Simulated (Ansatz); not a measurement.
## Pressure series in Ru

Take Ru in the hcp (Mg type) structure (space group P6_3/mmc, No. 194; a = 2.6920 Å, c = 4.2460 Å) as the base.

Cell and atoms are relaxed at each pressure.

Computed with PBEsol, PAW, 420 eV (Ansatz, an electronic-structure program; scalar-relativistic without spin-orbit coupling), earlier PAW set.

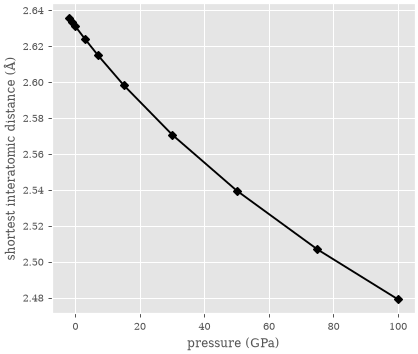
*Shortest interatomic distance against pressure*

```tsv
pressure (GPa)	shortest interatomic distance
-2	263.6 pm
-1	263.4 pm
3	262.4 pm
7	261.5 pm
15	259.8 pm
30	257.1 pm
50	254.0 pm
75	250.7 pm
100	247.9 pm
```

Load acts through the strain it causes; cell and atoms are relaxed under it. No phonon test of stability was made. No other phases were tried under pressure. All final runs are without spin polarisation.
